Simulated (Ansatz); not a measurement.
# Is the response still linear at 0.25 V/Å? 2H-WS2 bilayer, AA

The dipole of a slab grows in proportion to a weak field along its normal. Does the weak-field slope carry to a strong field?

How it was computed: Ansatz 0.2.0, plane waves with PAW datasets (its set soft_2), r2SCAN-D4; atoms held at their relaxed places, 18 Å of vacuum, dipole correction, cell area 8.71 Å², 18×18 k-points, smearing 0.02585 eV. Without field the slab has a gap of 1.72 eV.

```
  run  field (V/Å)  dipole (e·Å)
run 1        −0.03      −0.01463
run 2         0.00       0.00000
run 3         0.03       0.01463
run 4         0.25             ?
```

**Question.** What value belongs in the row marked “?”, and how far can the other rows tell?

A least-squares line through the 3 rows shown has slope 0.487667 and intercept 0.000000; no row lies more than 0.00001 e·Å off it. A perfect conductor with that slope would be 180.95 × 0.48767 / 8.71 = 10.13 Å thick. At 0.25 it gives 0.487667 × 0.25 + 0.000000 = 0.12192 e·Å, beyond the rows fitted. Rounding and scatter of the rows alone allow about ±0.00004 e·Å there.

The run itself gives 0.12196 e·Å: a miss of +0.00004 e·Å. That is under 1 % of the induced dipole, so the response is still linear.

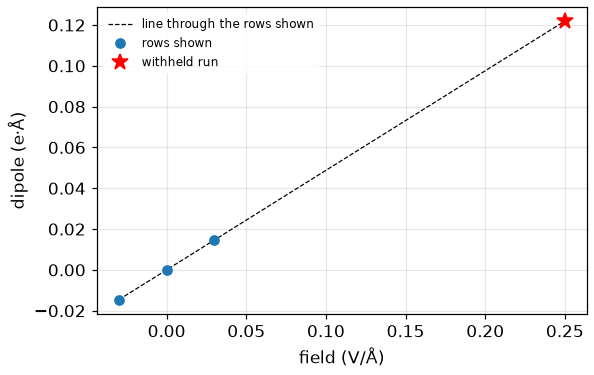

The fit and the withheld run.

**Limits.** Ions are held, so this is the electronic response. Of the series that stay linear within 1 %, this collection keeps about one in seven, and it keeps all that bend. Spin-orbit coupling is left out, which changes the bands of elements this heavy.

[Logs are printed without paths, hosts, clocks, repeated set-up lines and the standing remarks that a program may print on its own settings, such as how far it seeks lower states.]
